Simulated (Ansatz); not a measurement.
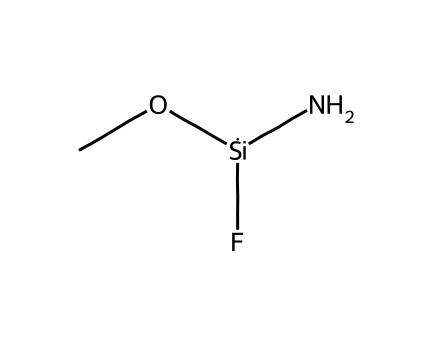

Structural formula above. Charge 0, doublet. Computed geometry: PBE0-D4/def2-TZVP optimisation. No frequency run is at hand to confirm it as a minimum.

What does the molecule look like in three dimensions?

Formula CH₅FNOSi. As SMILES it reads `CO[Si](N)F`. It has no ring. Among its groups: Si–O bond, Si–N bond. The point group is C1. It is an open-shell species. Coordination, clear cases only: 1 C tetrahedral; 1 O bent; 1 Si trigonal pyramidal.

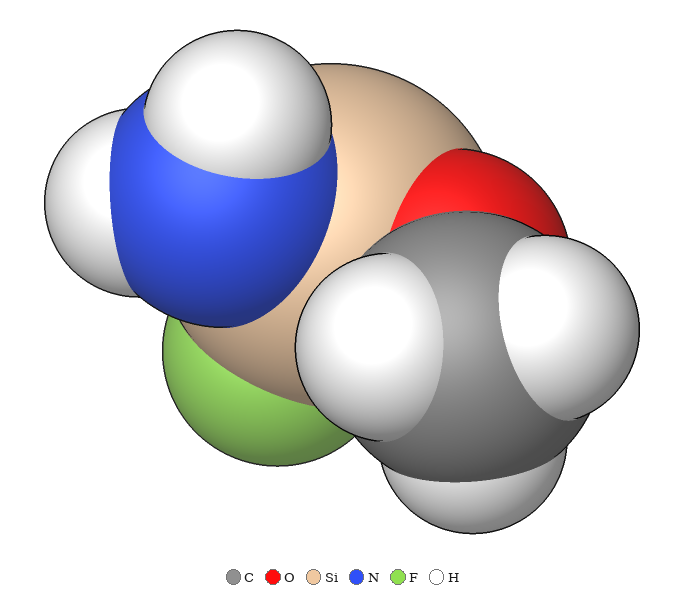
